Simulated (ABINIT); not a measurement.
Band structure of TcN (P4_2/mmc, 4 atoms in the cell).

```
CELL_PARAMETERS angstrom
      2.66149     0.00000     0.00000
      0.00000     2.66149     0.00000
      0.00000     0.00000     6.02184
ATOMIC_POSITIONS crystal
  Tc 0.50000 0.00000 0.50000
  Tc 0.00000 0.50000 0.00000
  N  0.00000 0.00000 0.75000
  N  0.00000 0.00000 0.25000
```

Computed with PBEsol, norm-conserving pseudopotentials (PseudoDojo nc-sr-04 PBEsol standard) (plane waves; ABINIT).

Settings: pseudos = [Tc.upf, N.upf]; ecut = 42 Ha; ixc = -116133; occopt = 3; tsmear = 0.00367493 Ha; ngkpt = 8 8 4; nshiftk = 1; shiftk = 0 0 0; potentials = PseudoDojo nc-sr-04 PBEsol standard; kptopt = 1; nstep = 80; toldfe1 = 1e-09 Ha; ndtset = 2.

The starting cell comes from a database of computed structures (which also holds hypothetical and non-ambient phases and stackings), without a prior relaxation at this level. Its lattice was rescaled by a random factor within 2.5 % of one. Spin polarisation is off.

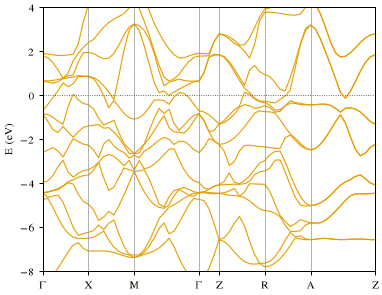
Figure. Bands along the path, energies from the Fermi level.

Levels in eV from the Fermi level, bands 17 to 24:
```tsv
point	17	18	19	20	21	22	23	24
Γ	-2.60	-0.84	-0.84	-0.71	0.65	0.65	1.78	1.90
X	-2.26	-1.39	-0.43	0.84	0.88	1.95	2.40	4.14
M	-2.72	-2.65	-2.65	-1.09	3.24	3.24	4.40	4.46
Z	-2.23	-2.23	-1.31	-1.31	1.84	1.84	2.79	2.79
R	-2.34	-0.75	-0.47	-0.33	-0.27	0.94	3.79	3.93
A	-2.48	-2.48	-0.43	-0.43	3.19	3.19	4.32	4.32
```

Bands cross the Fermi level along this path, so the cell is metallic at this level.
